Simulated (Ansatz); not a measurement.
# BrCuF3P: a spread of methods and bases

Aim: run BrCuF3P under a spread of inputs, and see what each costs and gives.

Computed with Ansatz 0.2.0, Gaussian basis. Level: the settings change from run to run.

### Step 1. The geometry

An earlier PBE0-D4 in a triple-zeta def2 set relaxation fixed the geometry.

SMILES `F[P+](F)(F)[Cu-][Br]`, 6 atoms, charge 0, spin multiplicity 1.

Atoms are counted from 1 here; the program's logs count them from 0.

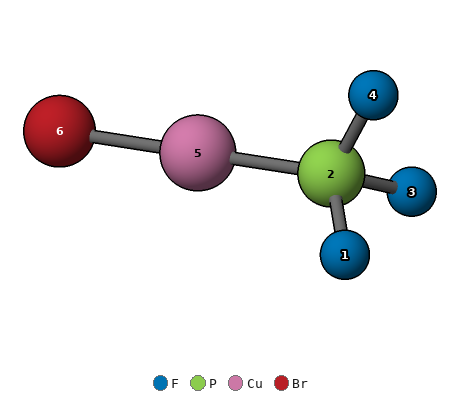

The structure; fluorine blue, phosphorus green, copper pink, bromine red; atoms are numbered from 1 in the order of the file.

### Step 2. PBE-QIDH/pcseg-2

Options: high accuracy.

File in.yaml:

```yaml
crystal:
  periodic: [false, false, false]
  atoms:
    - {symbol: F, position_ang: [0.698378, -0.800004, 1.679156]}
    - {symbol: P, position_ang: [0.417684, -0.555361, 0.178593]}
    - {symbol: F, position_ang: [-0.039742, -1.972413, -0.237400]}
    - {symbol: F, position_ang: [1.864496, -0.575910, -0.366038]}
    - {symbol: Cu, position_ang: [-0.827334, 1.095783, -0.351686]}
    - {symbol: Br, position_ang: [-2.113482, 2.807894, -0.902635]}
basis:
  gaussian: {orbitals: pcseg-2}
hamiltonian: {xc: {name: PBE-QIDH}}
accuracy: high
output: {forces: true}
```

The run is started by

```console
ansatz run in.yaml --threads 4 --pin off --events-out ev --progress --plain --max-ram 11315MiB
```

Standard output:

```text
Functional definition: PBE-QIDH
  name "PBE-QIDH"
  cite "Brémond, Sancho-García, Pérez-Jiménez & Adamo, J. Chem. Phys. 141, 031101 (2014) doi:10.1063/1.4890314"
  cite "Perdew, Burke & Ernzerhof, Phys. Rev. Lett. 77, 3865 (1996) doi:10.1103/PhysRevLett.77.3865"
  parameter a = 3^(-1/3)
  parameter c = 1/3
  exchange = (1 - a)*pbe_x + a*exact_x
  correlation = (1 - c)*pbe_c + c*(mp2_os + mp2_ss)
3725 factors; integrals over basis functions are off by at most 4.2e-8 eV
mean field evaluation 1: about -132068.9002 eV, gradient 7.0e1 eV
mean field evaluation 2: about -132069.0499 eV, gradient 7.0e1 eV
mean field evaluation 4: about -132074.8313 eV, gradient 2.0e1 eV
mean field evaluation 8: about -132075.3999 eV, gradient 6.6e-1 eV
mean field evaluation 16: about -132075.4016 eV, gradient 9.7e-4 eV
mean field -132075.40156361 eV, -4853.6814835401 hartree, gradient 9.3e-8 eV, S^2 0.000000; 0 other end points of the search recorded, 0 dependent functions left out
22 core orbitals not correlated: weight in the atoms' cores, before any rotation towards them, 1.000 or more for the frozen orbitals, at most 0.000 for the correlated occupied ones
reference -132075.40156457 eV, -4853.6814835754 hartree; 31, 31 occupied and 170, 170 virtual orbitals, 3725 factors
second order -56.98044373 eV of doubles, -0.00000000 eV of singles
the calculation of the forces begins
Total energy: -132094.39504581 eV, -4854.3794811368 hartree
Atom 0 at     0.698378    -0.800004     1.679156 Å, force    -0.088488     0.072576    -0.523523 eV/Å
Atom 1 at     0.417684    -0.555361     0.178593 Å, force     0.178721    -0.236176     0.075865 eV/Å
Atom 2 at    -0.039742    -1.972413    -0.237400 Å, force     0.171111     0.484964     0.150529 eV/Å
Atom 3 at     1.864496    -0.575910    -0.366038 Å, force    -0.498624    -0.006962     0.196212 eV/Å
Atom 4 at    -0.827334     1.095783    -0.351686 Å, force     0.043567    -0.055517     0.017427 eV/Å
Atom 5 at    -2.113482     2.807894    -0.902635 Å, force     0.193714    -0.258885     0.083490 eV/Å
Dipole moment:     0.631990    -0.841130     0.270633 e Å
```

It took 58 s on 4 threads of Arm Neoverse V2, shared host; peak memory 1.7 GiB.

Largest force 0.536 eV/Å, dipole 5.22 D.

### Step 3. RPBE/aug-pcseg-2

This run has D3(BJ) dispersion.

in.yaml, as its differences from that of step 2:

```diff
@@ -10,5 +10,4 @@
 basis:
-  gaussian: {orbitals: pcseg-2}
-hamiltonian: {xc: {name: PBE-QIDH}}
-accuracy: high
+  gaussian: {orbitals: aug-pcseg-2}
+hamiltonian: {xc: {name: RPBE}, dispersion: d3bj}
 output: {forces: true}
```

The command is unchanged.

Standard output:

```text
Functional definition: RPBE
  name "RPBE"
  cite "Hammer, Hansen & Nørskov, Phys. Rev. B 59, 7413 (1999) doi:10.1103/PhysRevB.59.7413"
  cite "Perdew, Burke & Ernzerhof, Phys. Rev. Lett. 77, 3865 (1996) doi:10.1103/PhysRevLett.77.3865"
  parameter kappa = 0.804
  parameter beta = 0.06672455060314922
  exchange = rpbe_x(kappa = kappa, mu = beta*pi^2/3)
  correlation = pbe_c(beta = beta)
1834 factors; their error is unknown
mean field evaluation 1: about -132126.7986 eV, gradient 5.8e1 eV
mean field evaluation 2: about -131972.5797 eV, gradient 3.9e2 eV
mean field evaluation 4: about -132130.6647 eV, gradient 2.6e1 eV
mean field evaluation 8: about -132131.3401 eV, gradient 2.8e-1 eV
mean field evaluation 16: about -132131.2653 eV, gradient 3.9e-4 eV
mean field -132131.26528798 eV, -4855.7344375450 hartree, gradient 7.3e-5 eV, S^2 0.000000; 0 other end points of the search recorded, 0 dependent functions left out
the calculation of the forces begins
reference -132131.26535424 eV, -4855.7344399799 hartree; 53, 53 occupied and 275, 275 virtual orbitals, 1834 factors
Total energy: -132132.51041727 eV, -4855.7801952024 hartree
Atom 0 at     0.698378    -0.800004     1.679156 Å, force     0.205986    -0.161847     1.290449 eV/Å
Atom 1 at     0.417684    -0.555361     0.178593 Å, force    -1.113411     1.474528    -0.473272 eV/Å
Atom 2 at    -0.039742    -1.972413    -0.237400 Å, force    -0.436996    -1.182931    -0.378851 eV/Å
Atom 3 at     1.864496    -0.575910    -0.366038 Å, force     1.221383     0.032795    -0.490410 eV/Å
Atom 4 at    -0.827334     1.095783    -0.351686 Å, force     0.170261    -0.224305     0.071762 eV/Å
Atom 5 at    -2.113482     2.807894    -0.902635 Å, force    -0.047221     0.061759    -0.019678 eV/Å
Dipole moment:     0.544353    -0.724277     0.232999 e Å
```

Wall time 5.5 s (4 threads of Arm Neoverse V2, shared host); peak memory 0.7 GiB.

Largest force 1.907 eV/Å, dipole 4.49 D.

### Step 4. r2SCAN50/aug-cc-pVDZ

Set apart from the defaults: multiplicity 3, D4 dispersion.

in.yaml, as its differences from that of step 3:

```diff
@@ -10,4 +10,4 @@
 basis:
-  gaussian: {orbitals: aug-pcseg-2}
-hamiltonian: {xc: {name: RPBE}, dispersion: d3bj}
-output: {forces: true}
+  gaussian: {orbitals: aug-cc-pVDZ}
+magnetization: {spin_polarized: true, initial_magnetization: 2}
+hamiltonian: {xc: {name: r2SCAN50}, dispersion: d4}
```

Launched as before.

Standard output:

```text
Functional definition: r2SCAN50
  name "r2SCAN50"
  cite "Bursch, Neugebauer, Ehlert & Grimme, J. Chem. Phys. 156, 134105 (2022) doi:10.1063/5.0086040"
  cite "Furness, Kaplan, Ning, Perdew & Sun, J. Phys. Chem. Lett. 11, 8208 (2020) doi:10.1021/acs.jpclett.0c02405"
  cite "Furness, Kaplan, Ning, Perdew & Sun, J. Phys. Chem. Lett. 11, 9248 (2020) doi:10.1021/acs.jpclett.0c03077"
  parent r2scan
  parameter a = 0.5
  parameter k0 = 0.174
  parameter k1 = 0.065
  parameter a1 = 4.9479
  exchange = (1 - a)*r2scan_x(k0 = k0, k1 = k1, a1 = a1) + a*exact_x
  correlation = r2scan_c
1938 factors; integrals over basis functions are off by at most 4.5e-4 eV
mean field evaluation 1: about -132111.4320 eV, gradient 5.0e1 eV
mean field evaluation 2: about -132058.1237 eV, gradient 1.8e2 eV
mean field evaluation 4: about -132117.6280 eV, gradient 8.6e0 eV
mean field evaluation 8: about -132117.8970 eV, gradient 3.2e0 eV
mean field evaluation 16: about -132118.5921 eV, gradient 1.0e1 eV
mean field evaluation 32: about -132118.8903 eV, gradient 1.3e-3 eV
mean field evaluation 64: about -132118.8890 eV, gradient 5.3e-2 eV
mean field -132118.89026338 eV, -4855.2796637790 hartree, gradient 7.2e-6 eV, S^2 2.011759; 6 other end points of the search recorded, 0 dependent functions left out
reference -132118.89028614 eV, -4855.2796646152 hartree; 54, 52 occupied and 137, 139 virtual orbitals, 1938 factors
Total energy: -132118.94743934 eV, -4855.2817649569 hartree
```

It took 6.7 min on 4 threads of Arm Neoverse V2, shared host; peak memory 1.3 GiB.

⟨S²⟩ 2.012.

### Step 5. B2PLYP/def2-mTZVP

Set apart from the defaults: relativity set to none.

in.yaml, as its differences from that of step 4:

```diff
@@ -10,4 +10,4 @@
 basis:
-  gaussian: {orbitals: aug-cc-pVDZ}
-magnetization: {spin_polarized: true, initial_magnetization: 2}
-hamiltonian: {xc: {name: r2SCAN50}, dispersion: d4}
+  gaussian: {orbitals: def2-mTZVP}
+hamiltonian: {xc: {name: B2PLYP}, pseudopotentials: {relativity: none}}
+output: {forces: true}
```

Launched as before.

Standard output:

```text
Functional definition: B2PLYP
  name "B2PLYP"
  cite "Grimme, J. Chem. Phys. 124, 034108 (2006) doi:10.1063/1.2148954"
  cite "Becke, Phys. Rev. A 38, 3098 (1988) doi:10.1103/PhysRevA.38.3098"
  cite "Lee, Yang & Parr, Phys. Rev. B 37, 785 (1988) doi:10.1103/PhysRevB.37.785"
  parameter a = 0.53
  parameter c = 0.27
  exchange = (1 - a)*b88_x + a*exact_x
  correlation = (1 - c)*lyp_c + c*(mp2_os + mp2_ss)
1297 factors; integrals over basis functions are off by at most 9.5e-4 eV
mean field evaluation 1: about -132087.9180 eV, gradient 7.2e1 eV
mean field evaluation 2: about -132088.1173 eV, gradient 7.3e1 eV
mean field evaluation 4: about -132093.3346 eV, gradient 3.1e1 eV
mean field evaluation 8: about -132094.5362 eV, gradient 1.7e0 eV
mean field evaluation 16: about -132094.5401 eV, gradient 7.1e-4 eV
mean field -132094.54008536 eV, -4854.3848112419 hartree, gradient 8.1e-6 eV, S^2 0.000000; 0 other end points of the search recorded, 0 dependent functions left out
22 core orbitals not correlated: weight in the atoms' cores, before any rotation towards them, 1.000 or more for the frozen orbitals, at most 0.000 for the correlated occupied ones
reference -132094.54023585 eV, -4854.3848167722 hartree; 31, 31 occupied and 95, 95 virtual orbitals, 1297 factors
second order -49.41290227 eV of doubles, -0.00000000 eV of singles
the calculation of the forces begins
Total energy: -132107.88171946 eV, -4854.8751072518 hartree
Atom 0 at     0.698378    -0.800004     1.679156 Å, force     0.184617    -0.166540     0.924634 eV/Å
Atom 1 at     0.417684    -0.555361     0.178593 Å, force    -0.710707     0.941188    -0.301872 eV/Å
Atom 2 at    -0.039742    -1.972413    -0.237400 Å, force    -0.267655    -0.884784    -0.249654 eV/Å
Atom 3 at     1.864496    -0.575910    -0.366038 Å, force     0.899041    -0.029918    -0.328028 eV/Å
Atom 4 at    -0.827334     1.095783    -0.351686 Å, force     0.034704    -0.045175     0.014344 eV/Å
Atom 5 at    -2.113482     2.807894    -0.902635 Å, force    -0.140000     0.185229    -0.059424 eV/Å
Dipole moment:     0.590955    -0.786612     0.253108 e Å
```

Run time: 8 s. Hardware: 4 threads of Arm Neoverse V2, shared host; peak memory 0.57 GiB.

Largest force 1.217 eV/Å, dipole 4.88 D.

### Step 6. SVWN5/def2-SVPD

Set apart from the defaults: the search for lower states set to off.

in.yaml, as its differences from that of step 5:

```diff
@@ -10,4 +10,5 @@
 basis:
-  gaussian: {orbitals: def2-mTZVP}
-hamiltonian: {xc: {name: B2PLYP}, pseudopotentials: {relativity: none}}
+  gaussian: {orbitals: def2-SVPD}
+hamiltonian: {xc: {name: SVWN5}}
+scf: {lower_state_search: off}
 output: {forces: true}
```

Same command.

Standard output:

```text
Functional definition: SVWN5
  name "SVWN5"
  cite "Dirac, Proc. Camb. Phil. Soc. 26, 376 (1930) doi:10.1017/S0305004100016108"
  cite "Slater, Phys. Rev. 81, 385 (1951) doi:10.1103/PhysRev.81.385"
  cite "Vosko, Wilk & Nusair, Can. J. Phys. 58, 1200 (1980) doi:10.1139/p80-159"
  exchange = slater_x
  correlation = vwn5_c
these checks for a lower state are left out or cut short: stability, starts, cluster_reference, orbital_swaps, neighbouring_geometries, increment
1627 factors; their error is unknown
mean field evaluation 1: about -131846.8995 eV, gradient 5.4e1 eV
mean field evaluation 2: about -131704.1868 eV, gradient 3.3e2 eV
mean field evaluation 4: about -131850.9788 eV, gradient 2.6e1 eV
mean field evaluation 8: about -131851.8506 eV, gradient 1.6e-1 eV
mean field evaluation 16: about -131851.7802 eV, gradient 6.4e-4 eV
mean field -131851.78019277 eV, -4845.4635497379 hartree, gradient 8.9e-6 eV, S^2 0.000000; 0 other end points of the search recorded, 0 dependent functions left out
the calculation of the forces begins
reference -131851.78024779 eV, -4845.4635517597 hartree; 53, 53 occupied and 115, 115 virtual orbitals, 1627 factors
Total energy: -131851.78024779 eV, -4845.4635517597 hartree
Atom 0 at     0.698378    -0.800004     1.679156 Å, force     0.329741    -0.306788     1.549471 eV/Å
Atom 1 at     0.417684    -0.555361     0.178593 Å, force    -1.846641     2.446335    -0.785226 eV/Å
Atom 2 at    -0.039742    -1.972413    -0.237400 Å, force    -0.423469    -1.503020    -0.406246 eV/Å
Atom 3 at     1.864496    -0.575910    -0.366038 Å, force     1.519311    -0.078631    -0.537063 eV/Å
Atom 4 at    -0.827334     1.095783    -0.351686 Å, force     0.125217    -0.163158     0.051888 eV/Å
Atom 5 at    -2.113482     2.807894    -0.902635 Å, force     0.295840    -0.394738     0.127175 eV/Å
Dipole moment:     0.533174    -0.709509     0.228266 e Å
Checks for a lower state left out: stability, starts, cluster_reference, orbital_swaps, neighbouring_geometries, increment
```

Wall time 1 s (4 threads of Arm Neoverse V2, shared host); peak memory 0.26 GiB.

Largest force 3.164 eV/Å, dipole 4.40 D.

### Step 7. PBEsol/cc-pVTZ

Set apart from the defaults: D3(BJ) with three-body dispersion, relativity set to scalar, the search for lower states set to off.

in.yaml, as its differences from that of step 6:

```diff
@@ -10,4 +10,4 @@
 basis:
-  gaussian: {orbitals: def2-SVPD}
-hamiltonian: {xc: {name: SVWN5}}
+  gaussian: {orbitals: cc-pVTZ}
+hamiltonian: {xc: {name: PBEsol}, dispersion: d3bjatm, pseudopotentials: {relativity: scalar}}
 scf: {lower_state_search: off}
```

Launched as before.

Standard output:

```text
Functional definition: PBEsol
  name "PBEsol"
  cite "Perdew et al., Phys. Rev. Lett. 100, 136406 (2008) doi:10.1103/PhysRevLett.100.136406"
  cite "Perdew, Burke & Ernzerhof, Phys. Rev. Lett. 77, 3865 (1996) doi:10.1103/PhysRevLett.77.3865"
  parent pbesol
  exchange = pbesol_x
  correlation = pbesol_c
these checks for a lower state are left out or cut short: stability, starts, cluster_reference, orbital_swaps, neighbouring_geometries, increment
1608 factors; their error is unknown
mean field evaluation 1: about -132995.0313 eV, gradient 5.6e1 eV
mean field evaluation 2: about -132856.7839 eV, gradient 3.8e2 eV
mean field evaluation 4: about -132998.7335 eV, gradient 1.8e1 eV
mean field evaluation 8: about -132999.0165 eV, gradient 2.5e-1 eV
mean field evaluation 16: about -132998.9690 eV, gradient 1.3e-3 eV
mean field -132998.96903633 eV, -4887.6219621462 hartree, gradient 3.9e-6 eV, S^2 0.000000; 0 other end points of the search recorded, 0 dependent functions left out
the calculation of the forces begins
reference -132998.96907934 eV, -4887.6219637265 hartree; 53, 53 occupied and 182, 182 virtual orbitals, 1608 factors
Total energy: -132999.04114166 eV, -4887.6246119679 hartree
Relativity: scalar
Atom 0 at     0.698378    -0.800004     1.679156 Å, force     0.170392    -0.147129     0.923647 eV/Å
Atom 1 at     0.417684    -0.555361     0.178593 Å, force    -1.255313     1.662700    -0.533363 eV/Å
Atom 2 at    -0.039742    -1.972413    -0.237400 Å, force    -0.284799    -0.869645    -0.257791 eV/Å
Atom 3 at     1.864496    -0.575910    -0.366038 Å, force     0.888880    -0.009397    -0.336614 eV/Å
Atom 4 at    -0.827334     1.095783    -0.351686 Å, force     0.015099    -0.014851     0.003861 eV/Å
Atom 5 at    -2.113482     2.807894    -0.902635 Å, force     0.465742    -0.621678     0.200260 eV/Å
Dipole moment:     0.533475    -0.709667     0.228275 e Å
Checks for a lower state left out: stability, starts, cluster_reference, orbital_swaps, neighbouring_geometries, increment
```

Run time: 2.1 s. Hardware: 4 threads of Arm Neoverse V2, shared host; peak memory 0.39 GiB.

Largest force 2.151 eV/Å, dipole 4.40 D.

### Step 8. SPW92/pcseg-2

Options: charge -1, multiplicity 2.

in.yaml, as its differences from that of step 7:

```diff
@@ -10,5 +10,6 @@
 basis:
-  gaussian: {orbitals: cc-pVTZ}
-hamiltonian: {xc: {name: PBEsol}, dispersion: d3bjatm, pseudopotentials: {relativity: scalar}}
-scf: {lower_state_search: off}
+  gaussian: {orbitals: pcseg-2}
+total_charge: -1
+magnetization: {spin_polarized: true, initial_magnetization: 1}
+hamiltonian: {xc: {name: SPW92}}
 output: {forces: true}
```

The command is unchanged.

Standard output:

```text
Functional definition: SPW92
  name "SPW92"
  cite "Dirac, Proc. Camb. Phil. Soc. 26, 376 (1930) doi:10.1017/S0305004100016108"
  cite "Slater, Phys. Rev. 81, 385 (1951) doi:10.1103/PhysRev.81.385"
  cite "Perdew & Wang, Phys. Rev. B 45, 13244 (1992) doi:10.1103/PhysRevB.45.13244"
  exchange = slater_x
  correlation = pw_c
1545 factors; their error is unknown
mean field evaluation 1: about -131877.3658 eV, gradient 5.4e1 eV
mean field evaluation 2: about -131847.0046 eV, gradient 1.3e2 eV
mean field evaluation 4: about -131882.1946 eV, gradient 1.1e1 eV
mean field evaluation 8: about -131882.5903 eV, gradient 2.8e0 eV
mean field evaluation 16: about -131882.5487 eV, gradient 1.5e-2 eV
mean field evaluation 32: about -131882.5486 eV, gradient 6.3e-6 eV
mean field evaluation 64: about -131882.5487 eV, gradient 1.5e-2 eV
mean field evaluation 96: about -131882.5163 eV, gradient 2.6e0 eV
mean field -131882.54880296 eV, -4846.5942753064 hartree, gradient 3.8e-8 eV, S^2 0.751285; 8 other end points of the search recorded, 0 dependent functions left out
the calculation of the forces begins
reference -131882.54883807 eV, -4846.5942765966 hartree; 54, 53 occupied and 169, 170 virtual orbitals, 1545 factors
Total energy: -131882.54883807 eV, -4846.5942765966 hartree
Atom 0 at     0.698378    -0.800004     1.679156 Å, force     0.482674    -1.810912     1.900122 eV/Å
Atom 1 at     0.417684    -0.555361     0.178593 Å, force    -2.706396     5.625187    -2.397608 eV/Å
Atom 2 at    -0.039742    -1.972413    -0.237400 Å, force    -0.011864    -2.596563     0.614709 eV/Å
Atom 3 at     1.864496    -0.575910    -0.366038 Å, force     1.635128    -0.499032    -0.325150 eV/Å
Atom 4 at    -0.827334     1.095783    -0.351686 Å, force     0.651002    -0.782552     0.227558 eV/Å
Atom 5 at    -2.113482     2.807894    -0.902635 Å, force    -0.050544     0.063874    -0.019631 eV/Å
Dipole moment:     0.176848    -0.279984     0.103114 e Å
```

Wall time 29 s (4 threads of Arm Neoverse V2, shared host); peak memory 0.69 GiB.

Largest force 6.687 eV/Å, ⟨S²⟩ 0.751.

### Step 9. B2GP-PLYP/pcseg-2

in.yaml, as its differences from that of step 8:

```diff
@@ -11,5 +11,3 @@
   gaussian: {orbitals: pcseg-2}
-total_charge: -1
-magnetization: {spin_polarized: true, initial_magnetization: 1}
-hamiltonian: {xc: {name: SPW92}}
+hamiltonian: {xc: {name: B2GP-PLYP}}
 output: {forces: true}
```

Launched as before.

Standard output:

```text
Functional definition: B2GP-PLYP
  name "B2GP-PLYP"
  cite "Karton, Tarnopolsky, Lamère, Schatz & Martin, J. Phys. Chem. A 112, 12868 (2008) doi:10.1021/jp801805p"
  cite "Becke, Phys. Rev. A 38, 3098 (1988) doi:10.1103/PhysRevA.38.3098"
  cite "Lee, Yang & Parr, Phys. Rev. B 37, 785 (1988) doi:10.1103/PhysRevB.37.785"
  parameter a = 0.65
  parameter c = 0.36
  exchange = (1 - a)*b88_x + a*exact_x
  correlation = (1 - c)*lyp_c + c*(mp2_os + mp2_ss)
1517 factors; integrals over basis functions are off by at most 1.6e-3 eV
mean field evaluation 1: about -132076.8907 eV, gradient 7.0e1 eV
mean field evaluation 2: about -132077.2982 eV, gradient 7.0e1 eV
mean field evaluation 4: about -132083.0179 eV, gradient 2.4e1 eV
mean field evaluation 8: about -132083.7864 eV, gradient 9.2e-1 eV
mean field evaluation 16: about -132083.7886 eV, gradient 1.4e-3 eV
mean field -132083.78861929 eV, -4853.9897021515 hartree, gradient 5.4e-6 eV, S^2 0.000000; 0 other end points of the search recorded, 0 dependent functions left out
22 core orbitals not correlated: weight in the atoms' cores, before any rotation towards them, 1.000 or more for the frozen orbitals, at most 0.000 for the correlated occupied ones
reference -132083.78873366 eV, -4853.9897063546 hartree; 31, 31 occupied and 170, 170 virtual orbitals, 1517 factors
second order -58.13089245 eV of doubles, -0.00000000 eV of singles
the calculation of the forces begins
Total energy: -132104.71585495 eV, -4854.7587638768 hartree
Atom 0 at     0.698378    -0.800004     1.679156 Å, force    -0.011543     0.008626    -0.078605 eV/Å
Atom 1 at     0.417684    -0.555361     0.178593 Å, force    -0.135217     0.179415    -0.057439 eV/Å
Atom 2 at    -0.039742    -1.972413    -0.237400 Å, force     0.027728     0.071130     0.023445 eV/Å
Atom 3 at     1.864496    -0.575910    -0.366038 Å, force    -0.073689    -0.003989     0.030743 eV/Å
Atom 4 at    -0.827334     1.095783    -0.351686 Å, force     0.075889    -0.098537     0.031266 eV/Å
Atom 5 at    -2.113482     2.807894    -0.902635 Å, force     0.116832    -0.156645     0.050590 eV/Å
Dipole moment:     0.603219    -0.802821     0.258305 e Å
```

Run time: 16 s. Hardware: 4 threads of Arm Neoverse V2, shared host; peak memory 0.79 GiB.

Largest force 0.232 eV/Å, dipole 4.98 D.

### Step 10. The runs in one table

| level | charge | multiplicity | geometry | functions | energy (eV) | time |
| --- | --- | --- | --- | --- | --- | --- |
| PBE-QIDH/pcseg-2 | 0 | 1 | relaxed | 223 | -132094.395 | 58 s |
| RPBE/aug-pcseg-2 | 0 | 1 | relaxed | 328 | -132132.510 | 5.5 s |
| r2SCAN50/aug-cc-pVDZ | 0 | 3 | relaxed | 191 | -132118.947 | 6.7 min |
| B2PLYP/def2-mTZVP | 0 | 1 | relaxed | 148 | -132107.882 | 8 s |
| SVWN5/def2-SVPD | 0 | 1 | relaxed | 168 | -131851.780 | 1 s |
| PBEsol/cc-pVTZ | 0 | 1 | relaxed | 235 | -132999.041 | 2.1 s |
| SPW92/pcseg-2 | -1 | 2 | relaxed | 223 | -131882.549 | 29 s |
| B2GP-PLYP/pcseg-2 | 0 | 1 | relaxed | 223 | -132104.716 | 16 s |

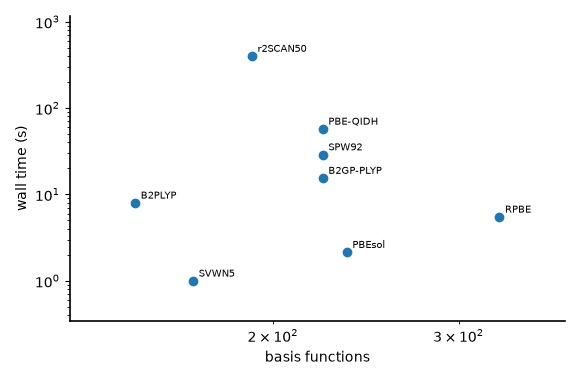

Wall time against the number of basis functions (shared host).

### Step 11. Results

| quantity | value |
| --- | --- |
| runs | 8 |
| quickest | SVWN5/def2-SVPD, 1 s |
| slowest | r2SCAN50/aug-cc-pVDZ, 6.7 min |
| spread of total energies, same state and geometry | 1147.3 eV |
| dipole, same state and geometry | 4.40 to 5.22 D |

**Reading.** r2SCAN50/aug-cc-pVDZ took 401 times as long as SVWN5/def2-SVPD. The jobs differ in tasks and options as well as level. Total energies at one charge and spin differ by 1147 eV between levels, so only differences within one level mean anything. Some of these runs are scalar-relativistic and others not, which shifts the totals of all-electron atoms past neon by several eV an atom and more; core potentials, where a basis has them, take the core out of the total altogether. At the PBE0-D4/def2-TZVP geometry and in the same state, the sound runs without point charges leave forces up to 3.16 eV/Å (SVWN5/def2-SVPD). At that geometry and state the dipole changes by 19 % between the lowest and highest value.
